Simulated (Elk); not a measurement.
Band structure of FeNi3 (Pm-3m, 4 atoms in the cell).

```yaml
crystal:
  lattice:
    - [3.58975, 0.00000, 0.00000]
    - [0.00000, 3.58975, 0.00000]
    - [0.00000, 0.00000, 3.58975]
  atoms:
    - { symbol: Fe, position: [0.00000, 0.00000, 0.00000], spin: 4.0 }
    - { symbol: Ni, position: [0.00000, 0.50000, 0.50000], spin: 2.0 }
    - { symbol: Ni, position: [0.50000, 0.00000, 0.50000], spin: 2.0 }
    - { symbol: Ni, position: [0.50000, 0.50000, 0.00000], spin: 2.0 }
```
(The spins are starting values, not results.)

Method of the run: PBE, all-electron FP-LAPW, Elk's shipped species files, default APW+lo basis in Elk.

Settings: xctype = 20; spinpol = true; swidth = 0.00367493 Ha; ngridk = 9 9 9; reducebf = 0.7; rmtscf = 0.94; nempty = 10 per atom; maxscl = 100; bfcmt = [[0.0, 0.0, -1.0], [0.0, 0.0, -0.5], [0.0, 0.0, -0.5], [0.0, 0.0, -0.5]].

The starting cell comes from a database of computed structures (which also holds hypothetical and non-ambient phases and stackings), without a prior relaxation at this level. Its lattice was rescaled by a random factor within 2.5 % of one. The magnetic order is the one reached from the typed start; others were not searched systematically. Values depend on the basis (sphere radii, cutoffs, local orbitals), which need not be converged.

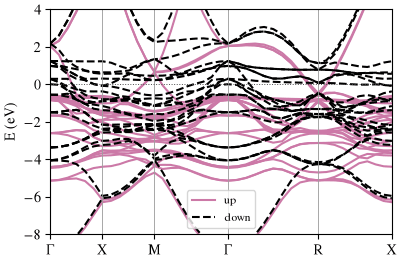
Figure: Bands along the path, energies from the Fermi level.

Levels in eV from the Fermi level, bands 31 to 38 of the first spin channel:
```json
[
 {"point": "Γ", "31": "-0.73", "32": "-0.63", "33": "-0.63", "34": "-0.63", "35": "2.04", "36": "2.04", "37": "2.04", "38": "8.42"},
 {"point": "X", "31": "-1.49", "32": "-1.41", "33": "-1.02", "34": "-0.72", "35": "-0.62", "36": "7.14", "37": "7.14", "38": "7.19"},
 {"point": "M", "31": "-1.68", "32": "-1.47", "33": "-1.42", "34": "0.64", "35": "0.64", "36": "0.66", "37": "0.67", "38": "10.71"},
 {"point": "R", "31": "-0.80", "32": "-0.80", "33": "-0.80", "34": "-0.61", "35": "-0.61", "36": "-0.61", "37": "-0.47", "38": "5.08"}
]
```

Bands cross the Fermi level along this path, so the cell is metallic at this level.

The net moment of the cell came out as 4.87 μB.
